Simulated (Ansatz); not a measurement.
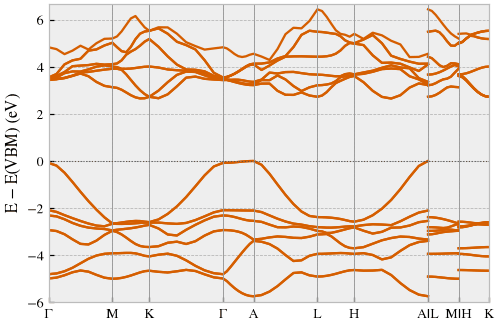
Figure: Band structure from plane-wave PAW r²SCAN with spin–orbit coupling (Ansatz code)

Question: Read off the gap and where the band edges lie.

Answer: About 2.6 eV (2.65 eV by a search for the band edges); maximum at A, minimum on the H–A line, 48 % of the way from H.

The material is Sr$_{2}$H$_{3}$I in space group P-3m1 (No. 164; Sr on 2d, H on 1b, H on 2d, I on 1a).

The workflow started from a Materials Project entry (that database holds measured and hypothetical structures alike); the Crystallography Open Database copy checked does not list it. Its standing as an ambient phase is unchecked. The r²SCAN relaxation kept the symmetry of its start; its stability against distortions is not shown here.

Potentials: the later of the program's two PAW sets.
